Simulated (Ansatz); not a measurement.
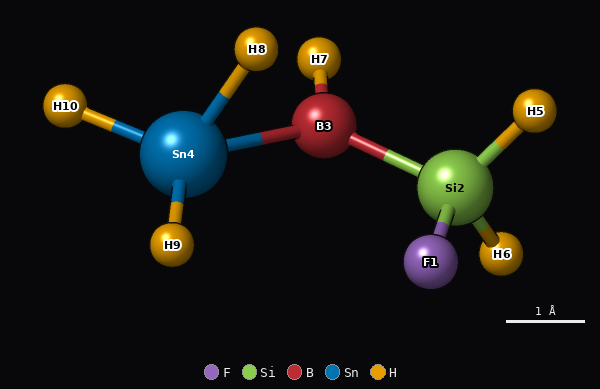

The structure (ball-and-stick view, seen at an oblique angle; atoms are numbered from 1 in the order of the input). Sticks mark near contacts.

## Phonon calculation, with input and output: SnBSiH$_{6}$F

System: SnBSiH$_{6}$F.
Method: RKS r2SCAN/def2-SVP (Ansatz 0.2.0).

It belongs to a series of runs on one base structure; here: vibrations at the highest image of the band. Figures and captions count atoms from 1; the log counts them from 0 in places.

**Output**
```
Engine: ansatz 0.2.0, x86_64-unknown-linux-gnu
Functional definition: r2SCAN
  parameter k0 = 0.174
  parameter k1 = 0.065
  parameter a1 = 4.9479
  exchange = r2scan_x(k0 = k0, k1 = k1, a1 = a1)
  correlation = r2scan_c
1137 factors; their error is unknown
mean field evaluation 1: about -17191.2272 eV, gradient 3.3e1 eV
mean field evaluation 2: about -17188.4309 eV, gradient 5.0e1 eV
mean field evaluation 4: about -17193.7827 eV, gradient 2.8e0 eV
mean field evaluation 8: about -17193.8109 eV, gradient 2.7e-2 eV
mean field evaluation 16: about -17193.7592 eV, gradient 3.6e-5 eV
mean field -17193.75917831 eV, -631.8589954545 hartree, gradient 4.1e-6 eV, S^2 0.000000; 0 other end points of the search recorded, 0 dependent functions left out
the calculation of the forces begins
reference -17193.75919097 eV, -631.8589959196 hartree; 28, 28 occupied and 74, 74 virtual orbitals, 1137 factors
these checks for a lower state are left out or cut short: stability, starts, cluster_reference, orbital_swaps, neighbouring_geometries, increment
1137 factors; their error is unknown
mean field -17193.75911845 eV, -631.8589932546 hartree, gradient 1.0e-6 eV, S^2 0.000000; 0 other end points of the search recorded, 0 dependent functions left out
[... from here on the field's lines of each further geometry are left out, up to the last ...]
the calculation of the forces begins
reference -17193.75918434 eV, -631.8589956759 hartree; 28, 28 occupied and 74, 74 virtual orbitals, 1137 factors
these checks for a lower state are left out or cut short: stability, starts, cluster_reference, orbital_swaps, neighbouring_geometries, increment
1137 factors; their error is unknown
mean field -17193.75917295 eV, -631.8589952574 hartree, gradient 8.1e-7 eV, S^2 0.000000; 0 other end points of the search recorded, 0 dependent functions left out
the calculation of the forces begins
reference -17193.75918561 eV, -631.8589957226 hartree; 28, 28 occupied and 74, 74 virtual orbitals, 1137 factors
WARN: phonons: modes at or below zero, which the zero-point energy, F, S and C_V leave out: 1, the lowest at -438.01 cm⁻¹. A minimum has none, and a first-order saddle one
Total energy: -17193.75919097 eV, -631.8589959196 hartree
Atom 0 at    -1.917314     1.086996     0.355455 Å, force    -0.002985    -0.001330     0.003660 eV/Å
Atom 1 at    -0.775372     1.351889    -0.790883 Å, force     0.002431     0.002080    -0.004801 eV/Å
Atom 2 at     0.811985     0.200889    -0.431624 Å, force     0.000397    -0.000203     0.001328 eV/Å
Atom 3 at     0.674795    -1.241663     1.192833 Å, force    -0.001832    -0.000108    -0.000000 eV/Å
Atom 4 at    -1.429310     1.121529    -2.113731 Å, force     0.000228     0.000266     0.000637 eV/Å
Atom 5 at    -0.364534     2.788759    -0.702419 Å, force     0.000137    -0.000219    -0.000147 eV/Å
Atom 6 at     1.745400     0.069335    -1.185194 Å, force     0.000162    -0.000364    -0.000301 eV/Å
Atom 7 at    -0.056884    -1.873385    -0.315012 Å, force     0.000341    -0.000419     0.000703 eV/Å
Atom 8 at    -0.547305    -1.246076     2.378972 Å, force     0.000939    -0.000180    -0.000823 eV/Å
Atom 9 at     1.941540    -2.309473     1.614503 Å, force     0.000183     0.000477    -0.000256 eV/Å
Dipole moment:     0.315518    -0.038975     0.007018 e Å
Vibrations: -438.01 64.07 92.67 210.56 254.94 365.99 477.39 533.92 607.65 662.69 683.11 720.03 729.59 747.25 832.07 869.88 908.21 939.70 1669.30 1925.58 1954.20 2201.78 2218.93 2636.88 cm⁻¹, zero-point energy 1.382822 eV
```

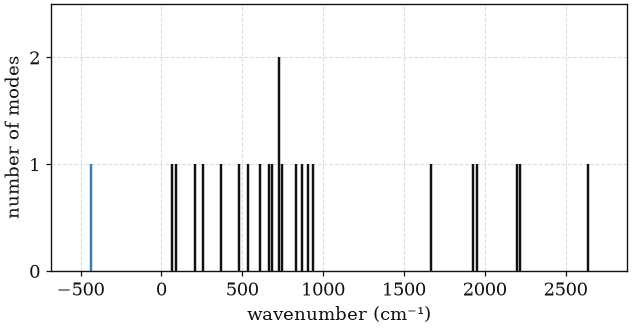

Harmonic vibrational wavenumbers from the force constants; neighbouring modes closer than 14 cm⁻¹ are counted in one stick, and imaginary ones are drawn at negative wavenumbers. 24 modes from 438i to 2637 cm⁻¹, 1 imaginary beyond 8i (438i cm⁻¹): a first-order saddle point, if the geometry is stationary.

This output came from the following input.

**Input**
```yaml
crystal:
  periodic: [false, false, false]
  atoms:
    - { symbol: F, position_ang: [-1.917314, 1.086996, 0.355455] }
    - { symbol: Si, position_ang: [-0.775372, 1.351889, -0.790883] }
    - { symbol: B, position_ang: [0.811985, 0.200889, -0.431624] }
    - { symbol: Sn, position_ang: [0.674795, -1.241663, 1.192833] }
    - { symbol: H, position_ang: [-1.42931, 1.121529, -2.113731] }
    - { symbol: H, position_ang: [-0.364534, 2.788759, -0.702419] }
    - { symbol: H, position_ang: [1.7454, 0.069335, -1.185194] }
    - { symbol: H, position_ang: [-0.056884, -1.873385, -0.315012] }
    - { symbol: H, position_ang: [-0.547305, -1.246076, 2.378972] }
    - { symbol: H, position_ang: [1.94154, -2.309473, 1.614503] }
basis:
  gaussian: { orbitals: def2-SVP }
hamiltonian:
  xc: r2scan
phonons: {}
```

Run as:
```bash
ansatz run input.yaml --threads 2 --pin off --max-ram 3072MiB --backend cpu --events-out ev --progress --plain --runs-dir out
```

**Key numbers**

```json
{"quantity": "outcome", "value": "converged"}
{"quantity": "total energy", "value": "−17193.7592 eV"}
{"quantity": "mean-field energy", "value": "−17193.7592 eV"}
{"quantity": "largest force (length of the vector)", "value": "0.006 eV/Å"}
{"quantity": "hardware", "value": "2 threads of AMD EPYC (Zen 4), 16 GiB of memory available, shared host"}
{"quantity": "wall time", "value": "69 s (CPU time 2.2 min)"}
{"quantity": "peak memory", "value": "0.2 GiB"}
```
